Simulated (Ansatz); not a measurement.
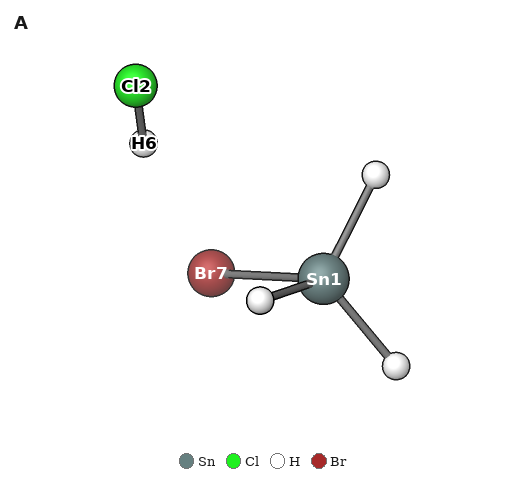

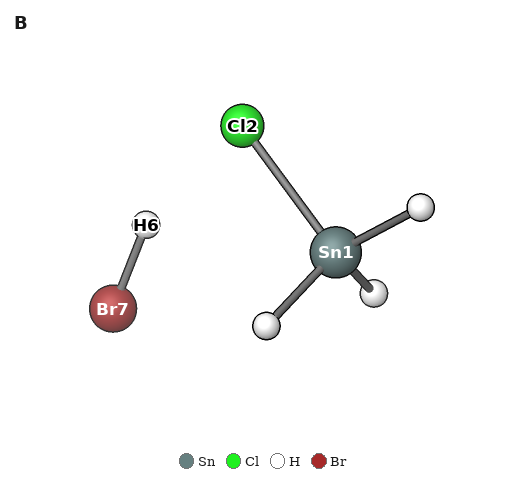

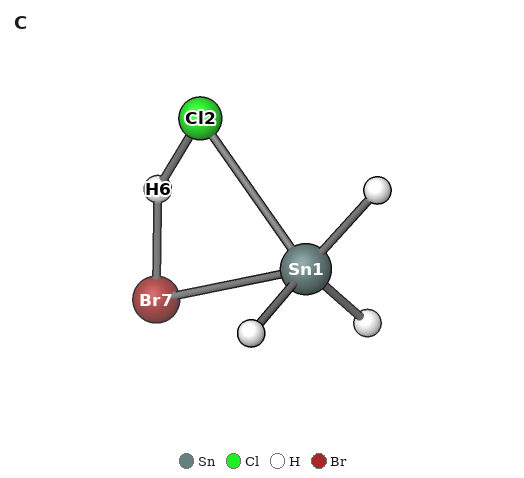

Three stationary points along one reaction path, in mixed order. Sticks follow a distance rule, so a partial bond may show as a full stick or not at all. The species is neutral and a spin singlet. Geometries: PBE0-D4/def2-TZVP; all other levels are single points on them, and energies count from the start as drawn. Program: Ansatz 0.2.0, core potentials on Sn. In CBS estimates cores are frozen, and CCSD(T) − MP2 is taken in the smaller basis.

Question: Which panel shows the transition state?

Answer: C.

Question: Which bonds form and which break from B to A?

Answer: Formed: Sn1–Br7, Cl2–H6; broken: Sn1–Cl2, H6–Br7. At the saddle point Sn1···Br7 is 2.87 Å, Cl2···H6 is 1.48 Å, Sn1···Cl2 is 2.69 Å, H6···Br7 is 1.77 Å.

Give the electronic barrier and the reaction energy from B to A in kcal/mol (no zero-point energy) with CCSD(T)/CBS (MP2 limit from def2-TZVPP and def2-QZVPP plus CCSD(T) − MP2).

| level | barrier | reaction energy |
| --- | --- | --- |
| CCSD(T)/CBS (MP2 limit from def2-TZVPP and def2-QZVPP plus CCSD(T) − MP2) | 22.4 | −4.0 |
